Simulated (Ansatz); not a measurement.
# C$_{6}$H$_{9}$NO: what the fields show

```yaml
atoms:
  - { symbol: C, position_ang: [-2.0005, -3.0541, -0.6766] }
  - { symbol: C, position_ang: [-1.3579, -2.5333, 0.2139] }
  - { symbol: C, position_ang: [-0.6118, -1.8985, 1.2869] }
  - { symbol: C, position_ang: [-1.4775, -1.2973, 2.4122] }
  - { symbol: C, position_ang: [0.4362, 0.0592, 2.2199] }
  - { symbol: C, position_ang: [0.1973, -0.6559, 0.8864] }
  - { symbol: N, position_ang: [0.4742, 1.4762, 2.0729] }
  - { symbol: O, position_ang: [-0.6143, -0.4221, 3.1025] }
  - { symbol: H, position_ang: [-2.5627, -3.5169, -1.4662] }
  - { symbol: H, position_ang: [0.0727, -2.6400, 1.7413] }
  - { symbol: H, position_ang: [-2.3455, -0.7660, 1.9670] }
  - { symbol: H, position_ang: [-1.8616, -2.0573, 3.1110] }
  - { symbol: H, position_ang: [1.3900, -0.2540, 2.6831] }
  - { symbol: H, position_ang: [-0.4194, 1.8201, 1.7184] }
  - { symbol: H, position_ang: [0.6284, 1.9225, 2.9763] }
  - { symbol: H, position_ang: [1.1317, -0.8876, 0.3561] }
  - { symbol: H, position_ang: [-0.4130, -0.0150, 0.2265] }
```

Geometry: r2SCAN-D4/def2-SVP.

These are results of isolated molecule in a Gaussian basis; Kohn-Sham density functional theory, functional PBE0 (Ansatz), not measurements.

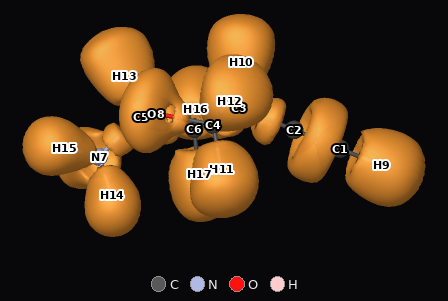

Figure 1. Isosurface of the electron localisation function at 0.75 (orange), seen from one side. Only the valence region is drawn (cores and ρ < 0.01 e/Å³ removed).

### Describe the localisation domains.

The ELF exceeds this value in five regions between bonded C–C atoms (shared pairs), seven regions around hydrogen nuclei, one region on O in which the atom's valence shell and bonds are merged and one joined region spread over several atoms (H, N), in which their bonds and any lone pairs are merged. Profiles from the grid: C–C (1.22 Å): the ELF peaks at about 0.80 between the atoms; a multiple bond. C–O (1.41 Å): the ELF peaks at about 0.90 between the atoms; a shared but strongly polarised pair.

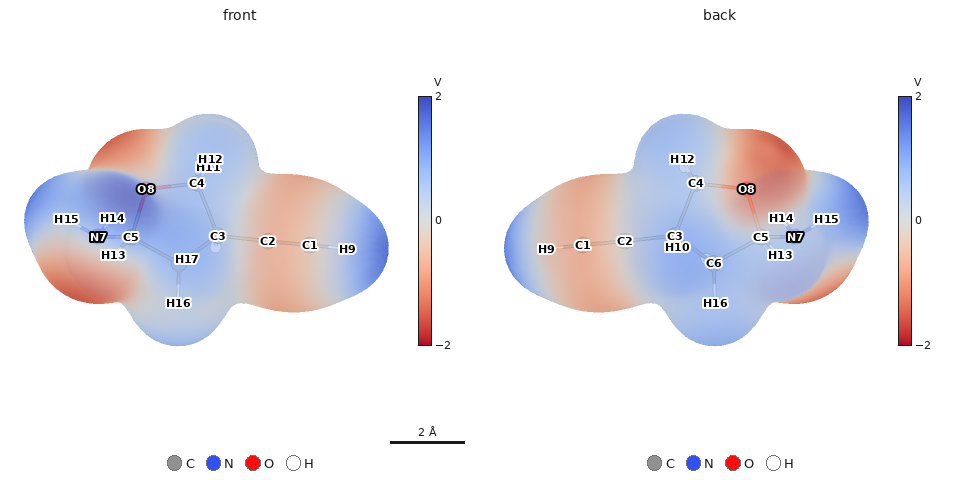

Figure 2. The electrostatic potential painted on the density surface at 0.002 e/bohr³, seen from the front and from behind; red is negative and blue positive.

### Describe the electrostatic potential map.

The most negative region (about −1.5 V, or −35 kcal/mol for a unit charge) lies over N7 and O8, the most positive (about +1.6 V, or +37 kcal/mol for a unit charge) over H9 and H14.

### What dipole moment does the calculation give?

Its dipole moment is 0.41 D.

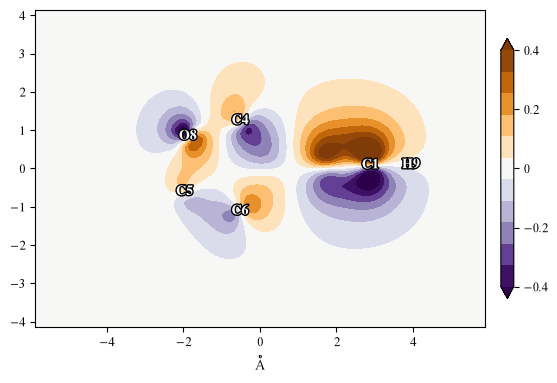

Figure 3. The HOMO−1 on the plane of atoms C6, C5 and O8 (values in Å⁻³ᐟ²; the overall sign is arbitrary).

### Where does this orbital lie, and at what energy?

Its weight (Hirshfeld) is mainly on C1 (about 35 %), C2 (about 25 %), O8 (about 10 %), C3 (about 5 %) and C4 (about 5 %); π-bonding across C1–C2. Its energy is −7.72 eV.

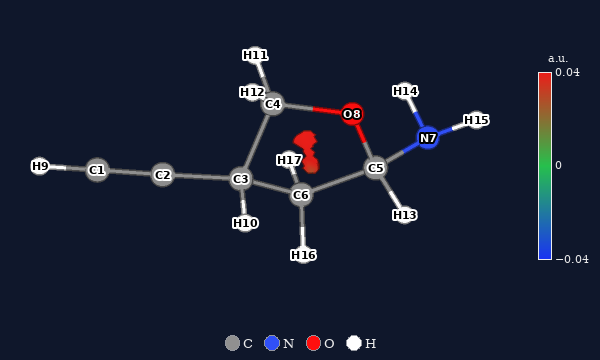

Figure 4. Non-covalent interaction (NCI) plot: the surface where the reduced density gradient is 0.5, for densities under 0.05 a.u., coloured by sign(λ₂)ρ; seen at an oblique angle.

### What holds or crowds the atoms apart from the covalent bonds?

Inside the ring or cage of C3, C4, C5, C6 and O8: steric crowding (red).
